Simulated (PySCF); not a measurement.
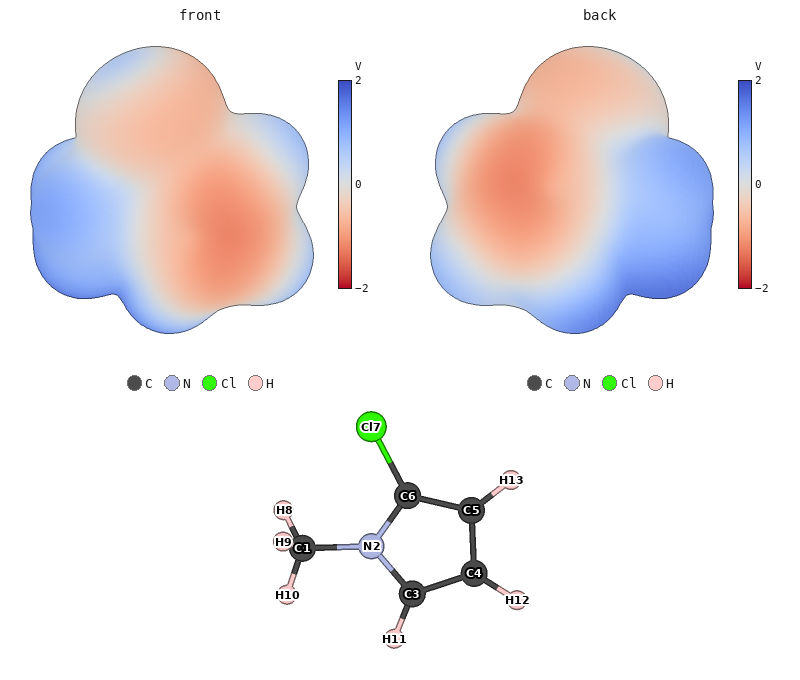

Figure 1: C5H6ClN (SMILES Cn1cccc1Cl). The molecular electrostatic potential painted on the density surface at 0.002 e/bohr³, seen from the front and from behind; the colour scale runs from red (negative) to blue (positive). The bare structure is drawn below in the same view.

Geometry: GFN2-xTB.

These are results of PySCF 2.14.0, KT2/pcSseg-1, SCF density, in a water solvent model, non-relativistic, not measurements.

```yaml
atoms:
  - { symbol: C, position_ang: [-1.8495, 0.0850, 0.0182] }
  - { symbol: N, position_ang: [-0.4185, -0.0244, 0.0143] }
  - { symbol: C, position_ang: [0.3131, -1.1311, 0.3164] }
  - { symbol: C, position_ang: [1.6423, -0.8302, 0.1991] }
  - { symbol: C, position_ang: [1.7358, 0.5200, -0.1919] }
  - { symbol: C, position_ang: [0.4490, 0.9765, -0.2939] }
  - { symbol: Cl, position_ang: [-0.1360, 2.5275, -0.7278] }
  - { symbol: H, position_ang: [-2.2144, 0.3615, -0.9735] }
  - { symbol: H, position_ang: [-2.1722, 0.8494, 0.7286] }
  - { symbol: H, position_ang: [-2.2794, -0.8728, 0.3038] }
  - { symbol: H, position_ang: [-0.1666, -2.0494, 0.5914] }
  - { symbol: H, position_ang: [2.4643, -1.4950, 0.3722] }
  - { symbol: H, position_ang: [2.6277, 1.0834, -0.3748] }
```

Q: Describe the electrostatic potential map.

A: The most negative region (about −1.2 V) lies over the π face of C4 and C5, the most positive (about +1.5 V) over H10. Cl7 shows a σ-hole: about +0.5 V at the tip opposite its bond, against about −0.3 V on its flanks.

Q: What dipole moment does the calculation give?

A: Its dipole moment is 2.91 D.
